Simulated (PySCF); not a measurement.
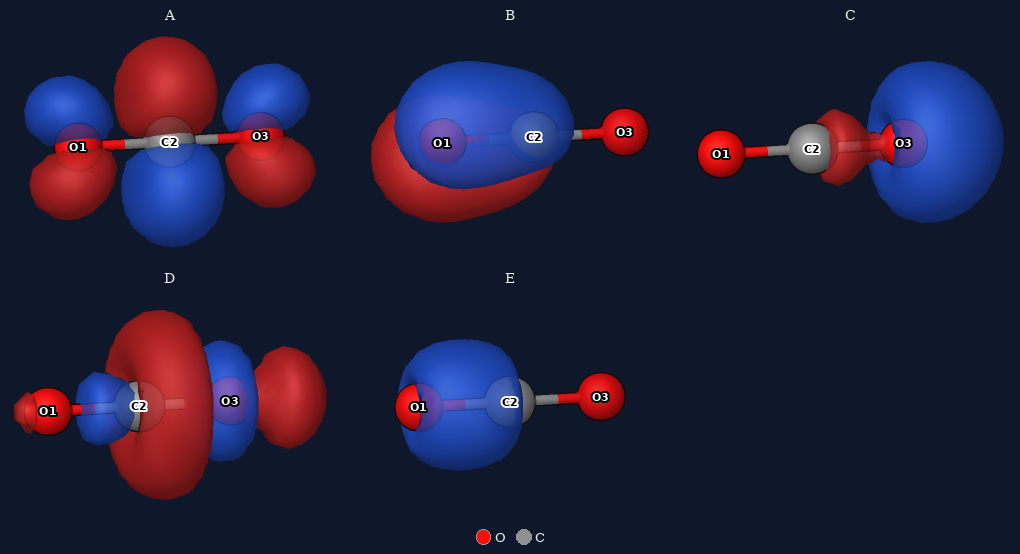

Figure. CO₂, SMILES `O=C=O`. Intrinsic bond orbitals (IBO), occupied and valence-virtual; each surface holds about 85 % of the orbital's density. Energies are diagonal elements of the Fock matrix.

Level of theory: ωB97X/aug-cc-pVDZ (PySCF), at a geometry from GFN2-xTB. No frequency check shows the geometry to be a minimum.

Coordinates in Å:

```
O1      -1.1437    0.0001    0.0000
C2       0.0000   -0.0001    0.0000
O3       1.1437    0.0001    0.0000
```

### Name the orbitals, with their atomic make-up and energies.

By panel:
- A: antibonding multicentre orbital mainly over C2, O1 and O3 (C2 59 %, O1 21 %, O3 21 %; 4.3 eV)
- B: π bond O1–C2 (O1 78 %, C2 21 %; −15.4 eV)
- C: lone pair on O3 (sp0.9-type) (O3 99 %; −20.2 eV)
- D: σ* orbital C2–O3 (C2 60 %, O3 40 %; 18.9 eV)
- E: σ bond O1–C2 (O1 60 %, C2 40 %; −33.0 eV)

### How do all the valence pairs divide up?

8 pairs: 4 two-centre π bonds, 2 σ bonds and 2 lone pairs.

Run time: 2.2 s on 1 thread of Intel(R) Xeon(R) Platinum 8488C (Sapphire Rapids) (shared host), peak memory 0.24 GiB.
